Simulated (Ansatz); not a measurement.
CH9BSi3 (SMILES [SiH3][SiH2]B1C[SiH2]1)

Input

```
crystal:
  periodic: [false, false, false]
  atoms:
    - {symbol: Si, position_ang: [-2.105546, 1.465197, 1.086024]}
    - {symbol: Si, position_ang: [-0.619765, 1.061034, -0.683007]}
    - {symbol: B, position_ang: [0.473649, -0.502652, -0.163445]}
    - {symbol: C, position_ang: [0.756680, -1.847358, -0.737229]}
    - {symbol: Si, position_ang: [2.299353, -0.920609, 0.184480]}
    - {symbol: H, position_ang: [-1.354058, 1.720270, 2.344620]}
    - {symbol: H, position_ang: [-2.960615, 2.648862, 0.797829]}
    - {symbol: H, position_ang: [-2.989903, 0.287096, 1.298366]}
    - {symbol: H, position_ang: [-1.420731, 0.850694, -1.924775]}
    - {symbol: H, position_ang: [0.209985, 2.286324, -0.862978]}
    - {symbol: H, position_ang: [0.453048, -2.138702, -1.741111]}
    - {symbol: H, position_ang: [1.021006, -2.727596, -0.143058]}
    - {symbol: H, position_ang: [2.806766, -1.980472, 1.083948]}
    - {symbol: H, position_ang: [3.417231, -0.231188, -0.510864]}
basis:
  gaussian: {orbitals: def2-TZVPP}
hamiltonian: {xc: pbe0, dispersion: d4}
output: {orbitals: {seedname: orbitals}}
```

Launched as:

```sh
ansatz run in.yaml --threads 4 --pin off --events-out ev --progress --plain --max-ram 10444MiB
```

Geometry: PBE0-D4/def2-TZVP.

Level of theory: Ansatz, RKS PBE0-D4/def2-TZVPP.

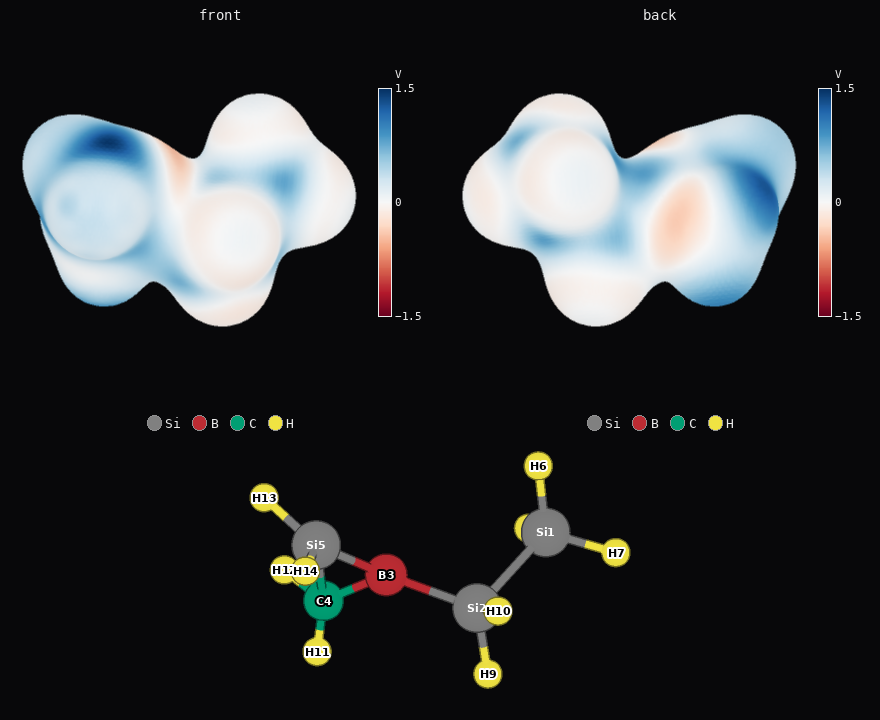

Figure 1. The molecular electrostatic potential painted on the density surface at 0.002 e/bohr³, seen from the front and from behind; the colour scale runs from red (negative) to blue (positive). The bare structure is drawn below in the same view.

**Where is the surface potential most negative and most positive?**

The most negative region (about −0.4 V) lies over C4, the most positive (about +1.4 V) over Si5.

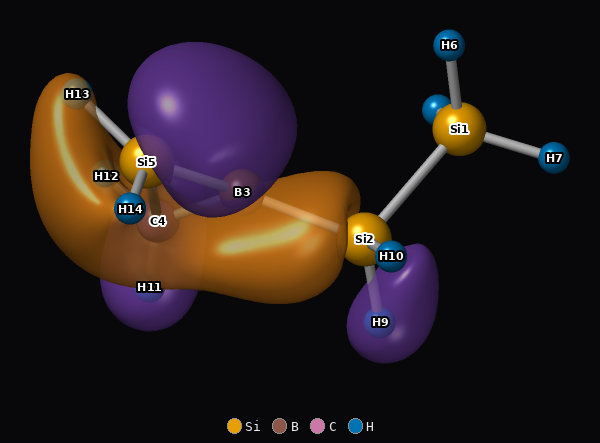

Figure 2. One frontier orbital at ±0.08 Å⁻³ᐟ² (orange and purple are the two phases), seen at a tilt.

**Which orbital is it: HOMO or LUMO?**

The HOMO, at −6.86 eV. By Hirshfeld shares it lies mainly on Si5 (about 35 %), B3 (about 25 %), C4 (about 15 %) and Si2 (about 10 %).

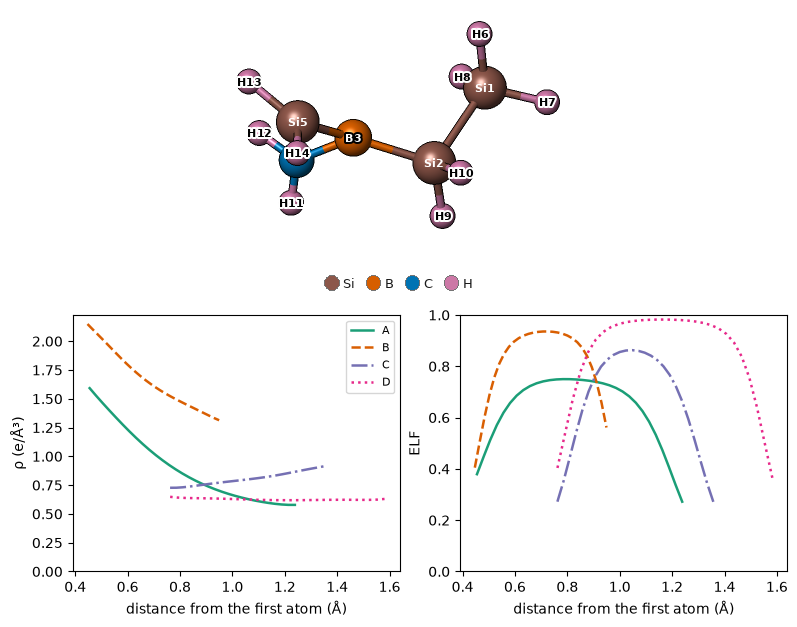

Figure 3. Electron density and ELF along straight lines between neighbouring atoms. The curves leave out the atomic cores. The structure is drawn too.

**Which curve belongs to which contact (C–B, C–Si, Si–B and Si–Si)? The first atom named is at distance zero.**

Curve A: C–Si (2.02 Å): ρ at the midpoint is about 0.66 e/Å³; the ELF peaks at about 0.75 between the atoms. Curve B: C–B (1.49 Å): the density is about 1.5 e/Å³ at the midpoint; the ELF peaks at about 0.95 between the atoms, as expected for a covalent bond. Curve C: Si–B (1.90 Å): ρ is about 0.77 e/Å³ halfway; the ELF peaks at about 0.85 between the atoms: localised, covalent bonding. Curve D: Si–Si (2.35 Å): the density is about 0.62 e/Å³ at the midpoint; the ELF peaks at about 1 between the atoms, as expected for a covalent bond.
